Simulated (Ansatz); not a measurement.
```xyz
4

O    -1.2239   -1.2284    1.8203
Si   -1.7728   -2.7424    1.5310
Si   -0.7942    0.3661    2.2107
H     0.5374    0.3426    1.4311
```

Geometry: PBE0-D3(BJ)/def2-SVP.

These are results of Ansatz, isolated molecule in a Gaussian basis; Kohn-Sham density functional theory, functional PBE0, not measurements.

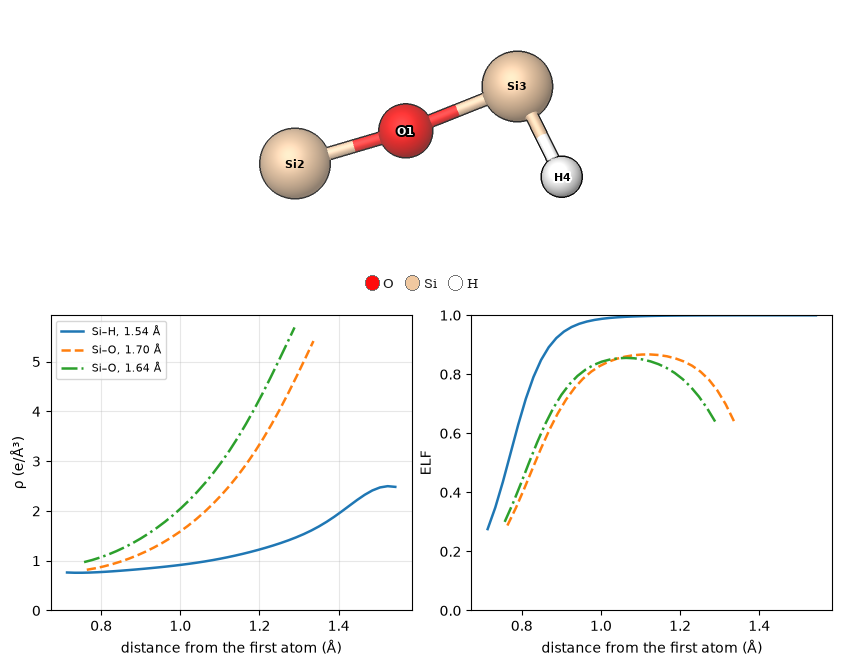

HOSi₂ (doublet). Electron density and electron localisation function along straight lines between neighbouring atoms. The curves leave out the atomic cores. The structure is drawn too.

**Compare the contacts.**

Si–H (1.54 Å): the density is about 0.76 e/Å³ at the midpoint; the ELF climbs to about 1 towards the hydrogen, as it does in any bond to H.
Si–O (1.70 Å): ρ at the midpoint is about 0.98 e/Å³; the ELF peaks at about 0.85 between the atoms; a polar covalent bond.
Si–O (1.64 Å): ρ at the midpoint is about 1.1 e/Å³; the ELF peaks at about 0.85 between the atoms; a shared but strongly polarised pair.
